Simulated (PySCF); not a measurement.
## A study: CH6Si, SMILES `C[SiH3]`

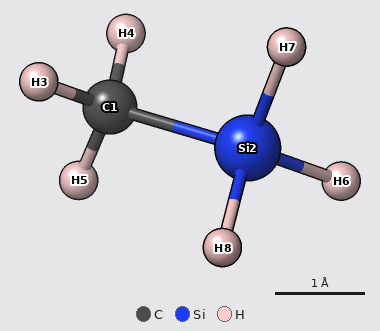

The molecule, with its atoms numbered as below. No frequency check shows the geometry to be a minimum.

Geometry (Å), atoms numbered from 1:

```
C1      -1.2503   -0.0001    0.0000
Si2      0.6452    0.0000    0.0000
H3      -1.6452   -0.1097    1.0064
H4      -1.6452    0.9265   -0.4081
H5      -1.6453   -0.8166   -0.5983
H6       1.1352    0.1536   -1.3718
H7       1.1352    1.1112    0.8189
H8       1.1351   -1.2648    0.5529
```

## 1. Bonding charge

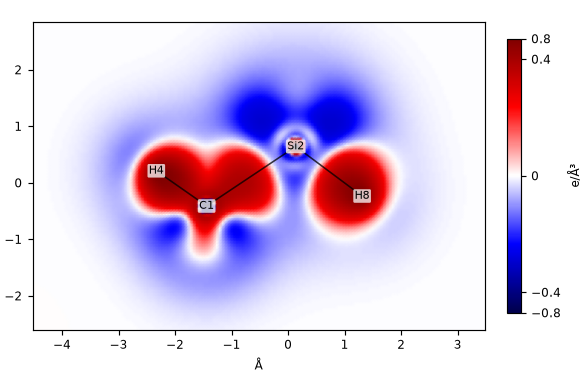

Deformation density (molecule less spherical, spin-averaged free atoms) in the plane of C1, Si2, H4 and H8; colour scale in e/Å³, logarithmic beyond ±0.1; red: gain, blue: loss.

Method: B3LYP/def2-SVPD; geometry: GFN2-xTB; program: PySCF.

> How much density has each bond in this plane gained at its critical point, relative to the free atoms?

C1–H4: +0.64 e/Å³ at the bond critical point (bond length 1.09 Å). Si2–H8: +0.17 e/Å³ at the bond critical point (bond length 1.47 Å). C1–Si2: +0.14 e/Å³ at the bond critical point (bond length 1.90 Å). In all, 1.7 electrons gather in the regions of gain relative to the promolecule. A small or negative value marks a very polar bond, one between electron-rich atoms, whose free-atom densities already overlap strongly, a long bond to a heavier atom, or a closed-shell contact such as a hydrogen bond.

## 2. Electrostatic potential

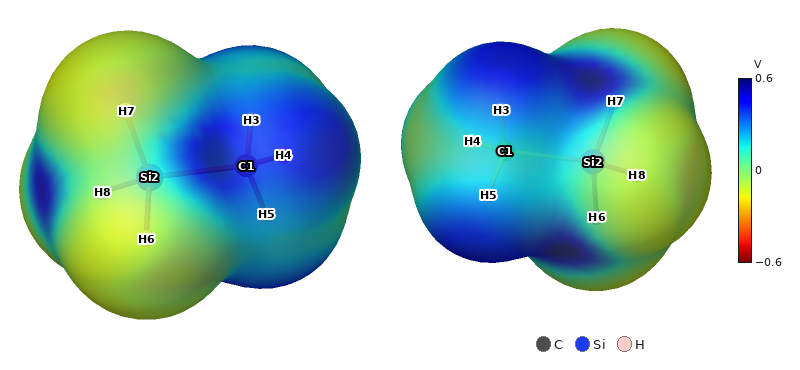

Electrostatic potential on the surface of electron density 0.001 a.u. (back view left, front view right).

> Where are the extremes of the potential on the surface?

Highest: 0.60 V, 1.9 Å from H5. Further maxima include 0.51 V, near H6 (2.02 Å), Si2 (2.10 Å), H8 (2.13 Å) and H7 (2.22 Å); 0.50 V, 1.4 Å from H5. Lowest: −0.15 V, 1.5 Å from H8, and at like points elsewhere. Further minima include −0.04 V, near H5 (1.82 Å), H4 (1.89 Å), H3 (1.98 Å) and C1 (2.00 Å). The surface is sampled at points, so like sites can differ by a few per cent and only the strongest of them is named.

> What volume does the surface enclose, and what is the dipole moment?

About 84 Å³; the dipole moment is 0.6 D.

## 3. In an electric field

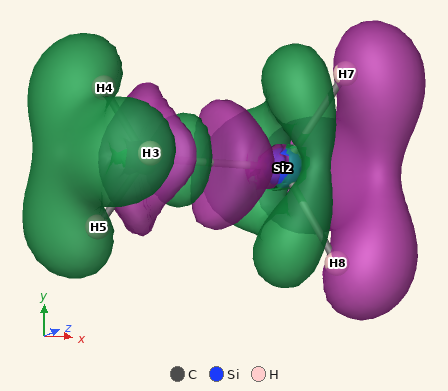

Change of the electron density in a uniform field of 0.21 V/Å, surfaces at ±0.0015 e/Å³ (green: gain, purple: loss).

> Along which Cartesian direction does the field point?

Along +x: electrons gather on the −x side, against the field.

> What dipole is induced, and what polarisability does it imply?

The induced dipole is 0.48 D (along the field); α along this axis, from the fields in both directions, is 48 bohr³ (7.0 Å³).

> Which atoms gain and lose the most charge?

Electrons gather most on H3, H4 and H5 alike (Hirshfeld charge changes by −0.005 e) and leave Si2 most (+0.007 e); 0.043 electrons are displaced in all.

## 4. Removing or adding an electron

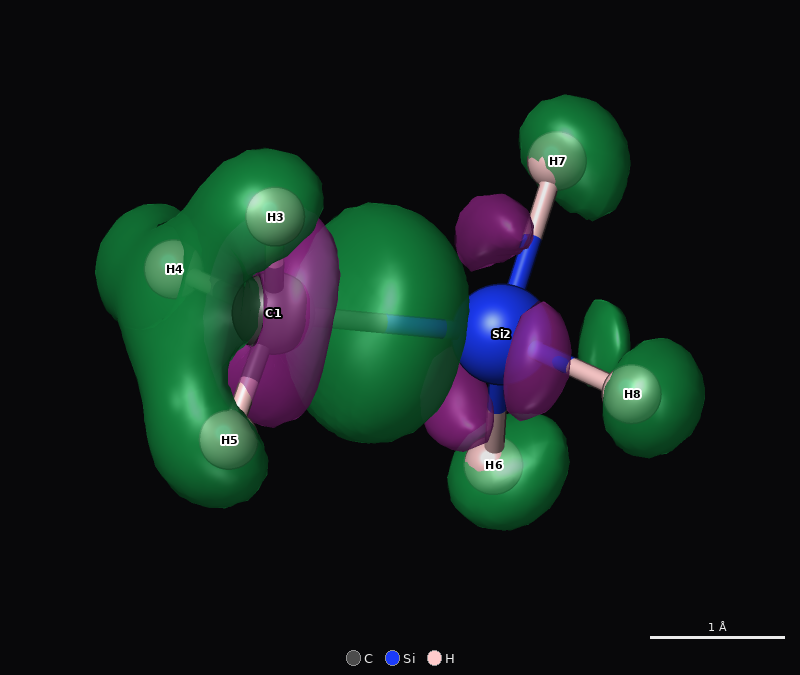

Fukui function f⁻ = ρ(N) − ρ(N−1) at fixed geometry, surfaces at ±0.04 e/Å³ (green positive, purple negative).

> Which atoms respond most to the removal of an electron?

f⁻ (Hirshfeld-condensed) is largest on Si2 (0.23) and C1 (0.22); the vertical ionisation energy is 11.54 eV. Condensed values hint at sites of electrophilic attack but needn't mark the atom that reacts. Shares this close don't rank the sites. Orbital relaxation makes it negative in places (0.19 e in all).
